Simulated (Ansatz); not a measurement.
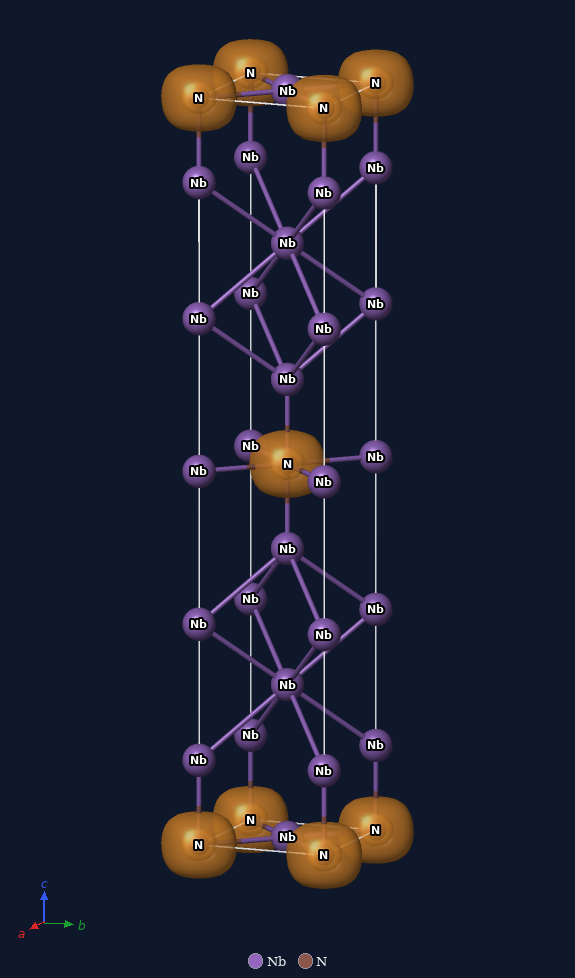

Figure. Nb5N. Isosurface of the electron localisation function at 0.65 (orange), seen slightly off an axis. Core shells and regions of very low density are left out. Sticks mark near contacts.

Space group I4/mmm; a generated structure, not necessarily the stable one.

Method: DFT r2SCAN, scalar-relativistic, plane waves, PAW in Ansatz.

Core electrons are frozen (PAW), and the valence fields are smoothed inside the atomic spheres.

### What do the ELF domains correspond to?

At this value the surface marks out two regions wrapped around N (the valence shell of each), counted in one cell of 12 atoms. Any copies at cell faces, edges or corners count once. Along the contacts the grid gives the following. Nb–N (2.07 Å): the ELF peaks at about 0.85 in the valence shell of N, 0.6 Å from its nucleus, and drops to about 0.20 between the two atoms (no localised pair shows between them). Nb–Nb (2.83 Å): the ELF is about 0.25 at the midpoint: no shared electron pair shows on this line.

### Which way does charge flow, and how much by Bader's partition?

Electrons move from Nb towards N. Bader charges: Nb −0.02 to +1.05 and N −1.81 e.
